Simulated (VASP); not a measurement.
Input:

```
HgTl
1.0
    3.74835     0.00000     0.00000
    0.00000     3.74835     0.00000
    0.00000     0.00000     3.74835
Tl Hg
1 1
Direct
  0.50000   0.50000   0.50000
  0.00000   0.00000   0.00000
```

Method: PBEsol GGA, VASP's PBE PAW potentials (set 64) (plane waves; VASP 6.6.1). Run with 400 eV cut-off, 11×11×11 Γ-centred mesh, tetrahedra with Blöchl corrections, potentials Tl_d Hg.

Unless said otherwise, spin-orbit coupling is left out, though it shifts the bands of the heavy elements here.

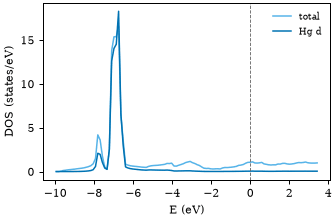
*Total and projected density of states, zero at the Fermi level*

Within 2 eV below the Fermi level the largest weight inside VASP's projection spheres is Tl p, then Hg p.

It has no gap at this level: it comes out as a metal or semimetal.

The structure comes from a computed database's TlHg entry (Pm-3m); how it stands against other phases isn't given here. It was relaxed first, which changed the volume by -7 %. The electron count is odd and the run is not spin-polarised, which forces a metal.
